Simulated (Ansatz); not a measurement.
# IrPt: energy and stress against strain, part 2 of 2

Aim: for IrPt, see how energy and stress answer to the strain pattern (0, 0, 1, 0, 0, 0).

Ansatz 0.2.0; DFT PBEsol, scalar-relativistic, plane waves, PAW.

### Step 9. ε = 0.1500

File input.yaml:

```yaml
crystal:
  lattice:
    - [1.3924249017, 0.8039168918, 5.1746514611]
    - [-1.3924249017, 0.8039168918, 5.1746514611]
    - [0.0, -1.6078337837, 5.1746514611]
  atoms:
    - { symbol: Ir, position: [0.0, 0.0, 0.0] }
    - { symbol: Pt, position: [0.5, 0.5, 0.5] }
basis:
  ecutwfc: 420
kpoints:
  mp_grid: { grid: [12, 12, 12] }
hamiltonian:
  xc: pbesol
scf:
  occupations: { method: gaussian, width: 0.15 }
output:
  forces: true
  stress: true
  eigenvalues: true
```

The run is started by

```bash
> ansatz run input.yaml --threads 1 --pin off --max-ram 1536MiB --backend cpu --events-out ev --progress --plain --runs-dir out
```

What it wrote, cut to the lines that bear on the results:

```text
[...]
SCF converged after 6 iterations
Free energy (F): -24181.734588 eV
[...]
E sigma→0 (E₀):  -24181.707763 eV
Entropy (-TS):   -0.053649 eV (-26.825 meV/atom)
Fermi energy:    19.409941 eV
[...]
--- Forces (eV/Å), atoms counted from 1 ---
  atom   1  Ir     0.00000000     0.00000000     0.00000000
  atom   2  Pt     0.00000000     0.00000000    -0.00000000
[...]
--- Stress (GPa, compression-positive) ---
      -28.575989       0.000000      -0.000000
        0.000000     -28.575989       0.000000
        0.000000       0.000000     -40.582541
  P = ⅓ Tr σ = -32.5782 GPa (-325.782 kbar)
--- Band table (eV; the first three rows and the last of 189) ---
  k-point 0: bands = ["-78.9397", "-72.7291", "-32.9994", "-32.9711", "-32.9711", "-29.4216", "-29.3541", "-29.3541", "10.3812", "12.7327", "15.5897", "16.2225", "16.2225", "16.8175", "16.8175", "18.4009", "18.4009", "18.4089", "19.7272", "19.7272", "22.9323", "33.0483"]
[...]
```

It took 3.1 s on 1 thread of Intel Xeon 6975P-C (Granite Rapids), shared host; peak memory 0.46 GiB.

### Step 10. Point ε = -0.1125

input.yaml, as its differences from that of step 9:

```diff
@@ -2,5 +2,5 @@
   lattice:
-    - [1.3924249017, 0.8039168918, 5.1746514611]
-    - [-1.3924249017, 0.8039168918, 5.1746514611]
-    - [0.0, -1.6078337837, 5.1746514611]
+    - [1.3924249017, 0.8039168918, 3.9934810189]
+    - [-1.3924249017, 0.8039168918, 3.9934810189]
+    - [0.0, -1.6078337837, 3.9934810189]
   atoms:
```

The run is started by

```bash
> ansatz run input.yaml --threads 1 --pin off --max-ram 1536MiB --backend cpu --events-out ev --progress --plain --runs-dir out
```

What it wrote, cut to the lines that bear on the results:

```text
Warning: RAYON_NUM_THREADS=1 ignored (pool sized by the plan → 1); use --threads N
[...]
[... 4 set-up lines as earlier in the session ...]
[...]
Crystal: 2 atoms, lattice volume = 26.822 Å³
Basis set: ecut = 420 eV, 541 PW (Γ), FFT grids on a1−a3, a2−a3, a3, exchange–correlation on 40×40×60 points (8 copies of the dense FFT grid, shifted against one another)
Bands: 22, of which v1, the nominal top of the filled ones, is band 18 counted from 1 (17 counted from 0)
[... 2 set-up lines as earlier in the session ...]
k-points: 189 of 1728
[...]
SCF iter   1: F=—  HF=-24182.065440 eV  |F-HF|=—  |Δ(HF+E_count)|=         —  Δρ=6.88e-3  dr2=4.23e-3  ethr=1.77e-3  ⟨swp⟩=5.0  Hψ=16357  notcnv=0
[...]
SCF iter   6: F=-24182.066137 eV  HF=-24182.066137 eV  |F-HF|=3.25e-9  |Δ(HF+E_count)|=   1.52e-8  Δρ=4.37e-6  dr2=5.35e-9  ethr=2.86e-10  ⟨swp⟩=4.4  Hψ=13811  notcnv=0
[...]
SCF converged after 6 iterations
Free energy (F): -24182.066137 eV
[...]
E sigma→0 (E₀):  -24182.053494 eV
Entropy (-TS):   -0.025286 eV (-12.643 meV/atom)
Fermi energy:    27.223980 eV
[...]
--- Forces (eV/Å), atoms counted from 1 ---
  atom   1  Ir    -0.00000000     0.00000000    -0.00000000
  atom   2  Pt    -0.00000000    -0.00000000     0.00000000
[...]
--- Stress (GPa, compression-positive) ---
       20.555566      -0.000000       0.000000
        0.000000      20.555566      -0.000000
        0.000000      -0.000000      82.198258
  P = ⅓ Tr σ = 41.1031 GPa (411.031 kbar)
--- Band table (eV; the first three rows and the last of 189) ---
  k-point 0: bands = ["-71.9697", "-65.4637", "-26.4629", "-25.9472", "-25.9472", "-22.3646", "-22.0946", "-22.0946", "15.5529", "18.7028", "21.8236", "21.8236", "22.2962", "22.2962", "24.2970", "25.9533", "25.9533", "27.8159", "28.4610", "28.4610", "36.7757", "39.6860"]
[...]
```

Wall time 2.6 s (1 thread of Intel Xeon 6975P-C (Granite Rapids), shared host); peak memory 0.44 GiB.

### Step 11. At ε = 0.0750

input.yaml, as its differences from that of step 10:

```diff
@@ -2,5 +2,5 @@
   lattice:
-    - [1.3924249017, 0.8039168918, 3.9934810189]
-    - [-1.3924249017, 0.8039168918, 3.9934810189]
-    - [0.0, -1.6078337837, 3.9934810189]
+    - [1.3924249017, 0.8039168918, 4.8371741919]
+    - [-1.3924249017, 0.8039168918, 4.8371741919]
+    - [0.0, -1.6078337837, 4.8371741919]
   atoms:
```

The run is started by

```bash
> ansatz run input.yaml --threads 1 --pin off --max-ram 1536MiB --backend cpu --events-out ev --progress --plain --runs-dir out
```

What it wrote, cut to the lines that bear on the results:

```text
[...]
SCF converged after 6 iterations
Free energy (F): -24182.284829 eV
[...]
E sigma→0 (E₀):  -24182.261544 eV
Entropy (-TS):   -0.046569 eV (-23.284 meV/atom)
Fermi energy:    21.263056 eV
[...]
--- Forces (eV/Å), atoms counted from 1 ---
  atom   1  Ir     0.00000000     0.00000000    -0.00000000
  atom   2  Pt     0.00000000    -0.00000000     0.00000000
[...]
--- Stress (GPa, compression-positive) ---
      -21.592549       0.000000       0.000000
        0.000000     -21.592549       0.000000
        0.000000       0.000000     -35.444731
  P = ⅓ Tr σ = -26.2099 GPa (-262.099 kbar)
--- Band table (eV; the first three rows and the last of 189) ---
  k-point 0: bands = ["-77.3180", "-71.0115", "-31.4960", "-31.3029", "-31.3029", "-27.7705", "-27.6156", "-27.6156", "11.5952", "14.3053", "17.4803", "17.7712", "17.7712", "18.3065", "18.3065", "20.0012", "20.0012", "20.3912", "21.6204", "21.6204", "26.0256", "35.3981"]
[...]
```

Wall time 2.8 s (1 thread of Intel Xeon 6975P-C (Granite Rapids), shared host); peak memory 0.45 GiB.

### Step 12. At ε = -0.0375

input.yaml, as its differences from that of step 11:

```diff
@@ -2,5 +2,5 @@
   lattice:
-    - [1.3924249017, 0.8039168918, 4.8371741919]
-    - [-1.3924249017, 0.8039168918, 4.8371741919]
-    - [0.0, -1.6078337837, 4.8371741919]
+    - [1.3924249017, 0.8039168918, 4.3309582881]
+    - [-1.3924249017, 0.8039168918, 4.3309582881]
+    - [0.0, -1.6078337837, 4.3309582881]
   atoms:
```

The run is started by

```bash
> ansatz run input.yaml --threads 1 --pin off --max-ram 1536MiB --backend cpu --events-out ev --progress --plain --runs-dir out
```

What it wrote, cut to the lines that bear on the results:

```text
Warning: RAYON_NUM_THREADS=1 ignored (pool sized by the plan → 1); use --threads N
[...]
[... 4 set-up lines as earlier in the session ...]
[...]
Crystal: 2 atoms, lattice volume = 29.088 Å³
Basis set: ecut = 420 eV, 561 PW (Γ), FFT grids on a1−a3, a2−a3, a3, exchange–correlation on 40×40×64 points (8 copies of the dense FFT grid, shifted against one another)
Bands: 22, of which v1, the nominal top of the filled ones, is band 18 counted from 1 (17 counted from 0)
[... 2 set-up lines as earlier in the session ...]
k-points: 189 of 1728
[...]
SCF iter   1: F=—  HF=-24182.672072 eV  |F-HF|=—  |Δ(HF+E_count)|=         —  Δρ=8.12e-3  dr2=1.12e-2  ethr=1.77e-3  ⟨swp⟩=4.9  Hψ=15844  notcnv=0
[...]
SCF iter   6: F=-24182.671103 eV  HF=-24182.671103 eV  |F-HF|=9.43e-9  |Δ(HF+E_count)|=   3.95e-8  Δρ=5.17e-6  dr2=1.27e-8  ethr=2.86e-10  ⟨swp⟩=4.4  Hψ=13837  notcnv=0
the search or the solves at the SCF's close seem to have found levels that the self-consistency loop had missed (the run counts 1). By its estimate they hold under 1e-12 electrons; where the run keeps them, the occupations were computed again with them
[...]
SCF converged after 6 iterations
Free energy (F): -24182.671103 eV
[...]
E sigma→0 (E₀):  -24182.657700 eV
Entropy (-TS):   -0.026807 eV (-13.403 meV/atom)
Fermi energy:    24.586092 eV
[...]
--- Forces (eV/Å), atoms counted from 1 ---
  atom   1  Ir     0.00000000     0.00000000    -0.00000000
  atom   2  Pt    -0.00000000    -0.00000000     0.00000000
[...]
--- Stress (GPa, compression-positive) ---
       -4.188850       0.000000      -0.000000
        0.000000      -4.188850      -0.000000
       -0.000000      -0.000000       9.750778
  P = ⅓ Tr σ = 0.4577 GPa (4.577 kbar)
--- Band table (eV; the first three rows and the last of 189) ---
[... band rows left out ...]
[...]
```

Run time: 3.5 s. Hardware: 1 thread of Intel Xeon 6975P-C (Granite Rapids), shared host; peak memory 0.45 GiB.

### Step 13. ε = 0.1312

input.yaml, as its differences from that of step 12:

```diff
@@ -2,5 +2,5 @@
   lattice:
-    - [1.3924249017, 0.8039168918, 4.3309582881]
-    - [-1.3924249017, 0.8039168918, 4.3309582881]
-    - [0.0, -1.6078337837, 4.3309582881]
+    - [1.3924249017, 0.8039168918, 5.090057159]
+    - [-1.3924249017, 0.8039168918, 5.090057159]
+    - [0.0, -1.6078337837, 5.090057159]
   atoms:
```

The run is started by

```bash
> ansatz run input.yaml --threads 1 --pin off --max-ram 1536MiB --backend cpu --events-out ev --progress --plain --runs-dir out
```

What it wrote, cut to the lines that bear on the results:

```text
[...]
SCF converged after 6 iterations
Free energy (F): -24181.877924 eV
[...]
E sigma→0 (E₀):  -24181.851374 eV
Entropy (-TS):   -0.053100 eV (-26.550 meV/atom)
Fermi energy:    19.851888 eV
[...]
--- Forces (eV/Å), atoms counted from 1 ---
  atom   1  Ir     0.00000000     0.00000000     0.00000000
  atom   2  Pt    -0.00000000     0.00000000     0.00000000
[...]
--- Stress (GPa, compression-positive) ---
      -27.110108       0.000000      -0.000000
        0.000000     -27.110108       0.000000
       -0.000000       0.000000     -40.190028
  P = ⅓ Tr σ = -31.4701 GPa (-314.701 kbar)
--- Band table (eV; the first three rows and the last of 189) ---
  k-point 0: bands = ["-78.5525", "-72.3176", "-32.6386", "-32.5730", "-32.5730", "-29.0245", "-28.9378", "-28.9378", "10.6721", "13.1173", "16.0320", "16.5988", "16.5988", "17.1891", "17.1891", "18.7737", "18.7737", "18.8686", "20.1725", "20.1725", "23.6601", "33.6898"]
[...]
```

It took 3 s on 1 thread of Intel Xeon 6975P-C (Granite Rapids), shared host; peak memory 0.46 GiB.

### Step 14. All points together

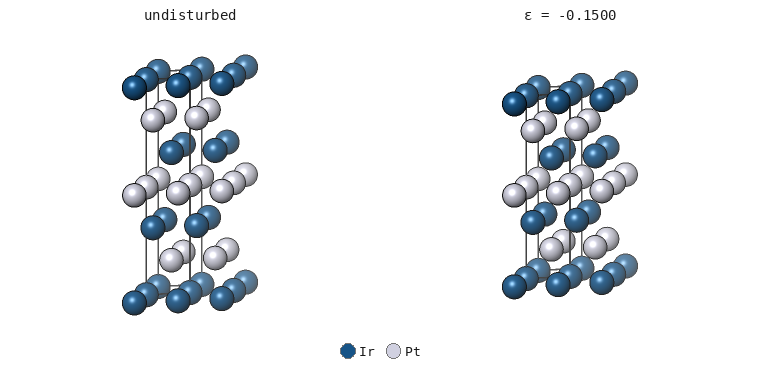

The undisturbed cell and the costliest point of the scan, at one scale, with neighbouring cells.

Collected from the runs (energy zero: the undisturbed cell):

```
      ε  ΔE (meV/atom)  stress on the pattern (GPa)  pressure (GPa)
-0.1500          673.9                      -134.19            72.4
-0.1125          294.6                       -82.20            41.1
-0.0750           79.5                       -41.15            17.6
-0.0375           -7.8                        -9.75             0.5
 0.0000            0.0                        12.75           -11.8
 0.0375           72.9                        27.25           -20.4
 0.0750          185.3                        35.44           -26.2
 0.1125          318.5                        39.33           -30.1
 0.1312          388.7                        40.19           -31.5
 0.1500          460.4                        40.58           -32.6
```

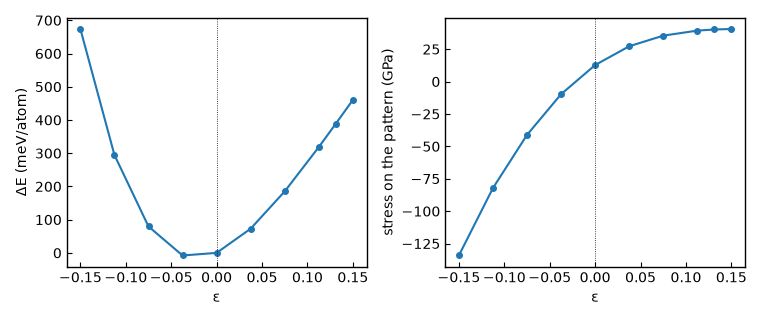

ΔE and stress on the pattern along the scan.

### Step 15. Summary of results

The summary covers parts 1 to 2.

| quantity | value |
| --- | --- |
| slope of the stress at ε = 0, over ±0.0375 | 493 GPa |

Cutoff, mesh or smearing here differ from converged choices, so read the numbers with care. The slope of the stress at zero strain, 493 GPa, estimates C33 with clamped ions in this Cartesian frame; letting the atoms relax could not make it stiffer. The step is wide, so higher orders mix in. The reference stands under -11.8 GPa, so this is no zero-stress constant. The energy drops below the reference, by 7.8 meV/atom at ε = -0.0375; the cell was taken as given and not relaxed at this level. Compression costs more than tension: 673.9 against 460.4 meV/atom at the ends. The runs treat Ir, Pt without spin-orbit coupling.
